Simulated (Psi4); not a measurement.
# How methods differ on GeICl3 (SMILES [Cl][Ge]([Cl])([Cl])[I])

The species is GeICl3 (5 atoms), meant as a singlet with charge 0. SMILES: `[Cl][Ge]([Cl])([Cl])[I]`. Geometry: optimised at PBE0/def2-TZVP.

Each level gives the HOMO–LUMO gap (eV). The values are calculated.

```json
{"level": "PBE-D4/def2-TZVPP (density fitting, core potential)", "kind": "GGA", "program": "Psi4", "value (eV)": "3.70", "CPU time": "67 s"}
{"level": "r2SCAN-D4/def2-TZVPP (density fitting, core potential)", "kind": "meta-GGA", "program": "Psi4", "value (eV)": "4.19", "CPU time": "3.3 min"}
{"level": "B3LYP-D4/def2-TZVPP (density fitting, core potential)", "kind": "global hybrid", "program": "Psi4", "value (eV)": "5.20", "CPU time": "67 s"}
{"level": "PBE0-D4/def2-TZVPP (density fitting, core potential)", "kind": "global hybrid", "program": "Psi4", "value (eV)": "5.75", "CPU time": "70 s"}
{"level": "wB97M-V/def2-TZVPP (density fitting, core potential)", "kind": "range-separated hybrid", "program": "Psi4", "value (eV)": "9.85", "CPU time": "3.9 min"}
```

The values span 3.70 to 9.85 eV. Orbital gaps aren't excitation energies; they tend to grow with the share of exact exchange. Times are those of the runs behind each value, whatever else they computed, on shared processors of several kinds: orders of magnitude only.

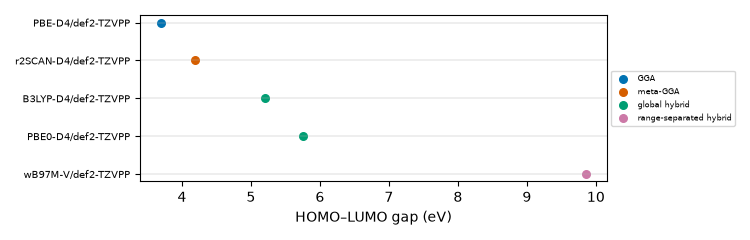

The values of the table, level by level.
